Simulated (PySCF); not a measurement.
System: GeC (charge −1, doublet).

```csv
atom,x (Å),y (Å),z (Å)
Ge,0.0000,0.0000,-0.2454
C,0.0000,0.0000,1.5116
```

⟨S²⟩ = 0.83, above the pure value of 0.75.

These are results of PBE0/aug-cc-pVDZ(-PP), non-relativistic Hamiltonian with scalar-relativistic core potentials where named, at a bond length of 1.757 Å (PySCF 2.14.0), not measurements.

### Predict the electron density, electron localisation function and spin density between the atoms.

C–Ge (1.76 Å): ρ at the midpoint is about 0.95 e/Å³; the ELF peaks at about 0.80 in the valence shell of C, 0.6 Å from its nucleus, and is about 0.30 at the midpoint.
The unpaired spin (1 electron) lies mostly on C2 (about 1.0), in electrons by Hirshfeld's partition.

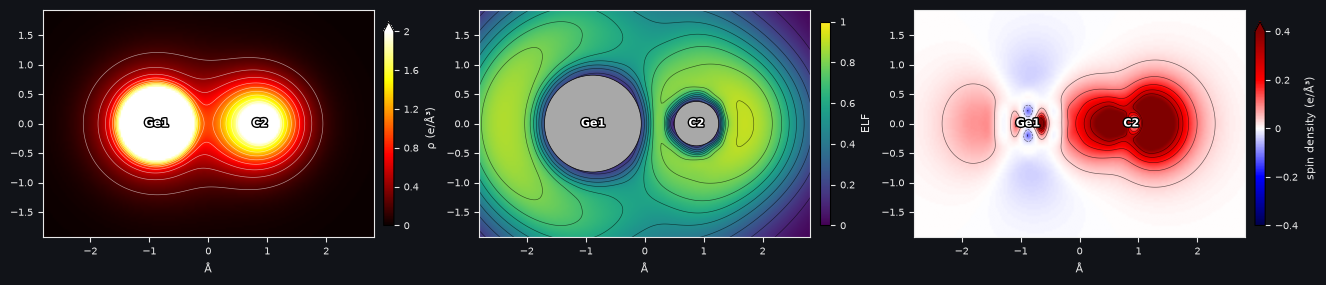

Computed electron density, electron localisation function and spin density on a plane that holds the molecular axis, in this order. Grey discs cover the atomic cores in the ELF map. 
